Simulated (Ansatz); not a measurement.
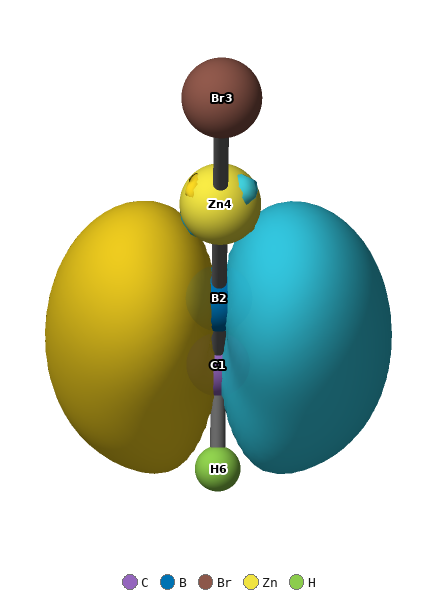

Figure 1: CH2BBrZn (SMILES C=[B][Zn][Br]). One frontier orbital at ±0.1 Å⁻³ᐟ² (yellow and cyan are the two phases), seen at an oblique angle.

Geometry: r2SCAN-D4/def2-SVP.

Theory: Ansatz, isolated molecule in a Gaussian basis; Kohn-Sham density functional theory, functional PBE0.

```yaml
atoms:
  - { symbol: C, position_ang: [1.5930, 0.4672, 1.1451] }
  - { symbol: B, position_ang: [2.1042, 0.3155, -0.1439] }
  - { symbol: Br, position_ang: [3.6505, -0.1425, -4.0427] }
  - { symbol: Zn, position_ang: [2.8317, 0.1000, -1.9782] }
  - { symbol: H, position_ang: [1.7709, -0.2645, 1.9433] }
  - { symbol: H, position_ang: [0.9806, 1.3280, 1.4421] }
```

Which orbital is it: HOMO or LUMO?

Answer. The HOMO, at −6.92 eV. Its weight (Hirshfeld) is mainly on C1 (about 50 %) and B2 (about 35 %); it changes sign across the molecular plane (π type); π-bonding across C1–B2.
